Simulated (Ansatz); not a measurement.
**CH3AlO2 (charge −1, doublet): density, localisation and related maps**

```yaml
atoms:
  - { symbol: C, position_ang: [-2.2244, 0.8641, 2.4711] }
  - { symbol: Al, position_ang: [-1.0143, 0.1357, -0.0094] }
  - { symbol: O, position_ang: [-2.6890, 0.6856, 3.5892] }
  - { symbol: O, position_ang: [-1.8302, -0.0631, 1.6548] }
  - { symbol: H, position_ang: [-2.1096, 1.9061, 2.0680] }
  - { symbol: H, position_ang: [-1.8417, -0.8398, -1.0170] }
  - { symbol: H, position_ang: [-1.1639, 1.7227, -0.3804] }
```

Geometry: r2SCAN-D4/def2-SVPD.

The calculation used Ansatz, isolated molecule in a Gaussian basis; Kohn-Sham density functional theory, functional PBE0.

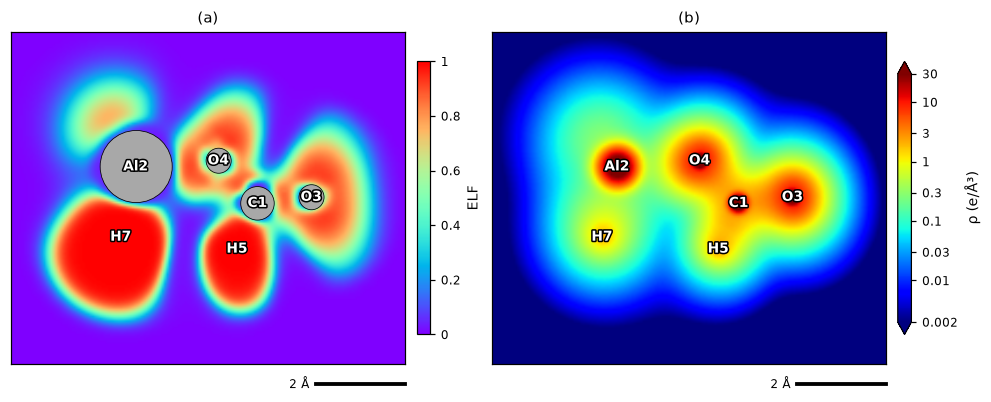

Figure 1. (a) ELF; (b) electron density on the plane of atoms O4, C1 and H5. Grey discs cover the atomic cores in the ELF map.

### What do the fields say about this system?

The section cuts through C, Al, O and H sites.
C–O (1.22 Å): ρ at the midpoint is about 3.3 e/Å³; the ELF peaks at about 0.85 between the atoms; a short, multiple covalent bond.
Al–O (1.86 Å): the density is about 0.61 e/Å³ at the midpoint; the ELF peaks at about 0.90 in the valence shell of O, 0.7 Å from its nucleus, and is about 0.50 at the midpoint.
C–H (1.12 Å): ρ is about 2 e/Å³ halfway; the ELF climbs to about 1 towards the hydrogen, as it does in any bond to H: an ordinary covalent bond to hydrogen.
C–O (1.30 Å): the density is about 2.7 e/Å³ at the midpoint; the ELF peaks at about 0.90 between the atoms, as expected for a short, strongly polar bond.
Al–H (1.64 Å): ρ is about 0.47 e/Å³ halfway; the ELF climbs to about 1 towards the hydrogen.
The ELF also peaks beside O3 and O4, away from the bonds: non-bonding electrons, paired or unpaired.

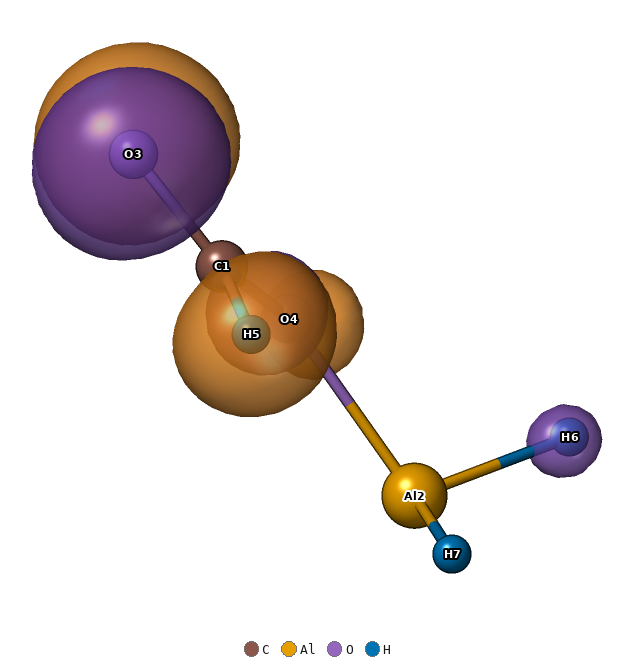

Figure 2. The HOMO−1 (β) at ±0.15 Å⁻³ᐟ² (orange and purple are the two phases), seen at an oblique angle.

### Describe this orbital and give its energy.

Its weight (Hirshfeld) is mainly on O3 (about 65 %), C1 (about 10 %), H5 (about 10 %) and O4 (about 10 %). Its energy is −3.50 eV.
